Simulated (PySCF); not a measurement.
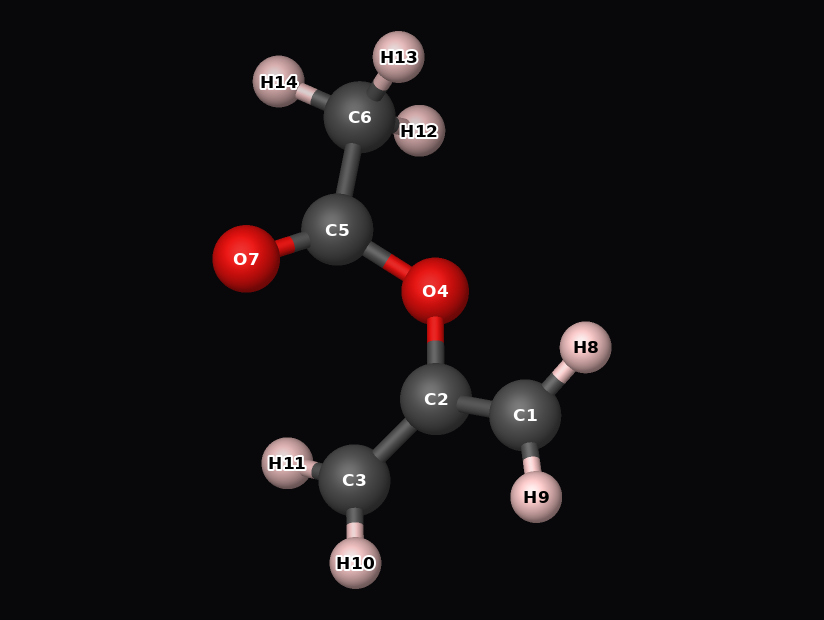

Charge 0, doublet. The computed structure is the end point of a GFN2-xTB optimisation. No frequency run is at hand to confirm it as a minimum. Computed with UKS B3LYP, pcH-1 on C H O, non-relativistic (PySCF 2.14.0). Fermi-contact and spin-dipolar terms alone, no spin-orbit part.

Which nucleus has the largest dipolar (anisotropic) hyperfine coupling?

13C at C3: principal values −53.9, −52.3, 106.2 MHz.

List the isotropic and dipolar parts for the most strongly coupled nuclei, one of each equivalent set.

```csv
atom,isotope,a_iso (MHz),dipolar part (MHz)
C3,13C,56.5,"−53.9, −52.3, 106.2"
C1,13C,55.0,"−52.5, −50.8, 103.3"
C2,13C,−55.5,"−31.9, 13.5, 18.4"
H11,1H,−42.9,"−26.0, −1.1, 27.0"
H8,1H,−42.2,"−25.5, −0.4, 26.0"
H10,1H,−41.1,"−22.6, −2.0, 24.6"
H9,1H,−40.1,"−22.0, −1.7, 23.7"
O4,17O,5.6,"−2.7, −1.3, 4.1"
```
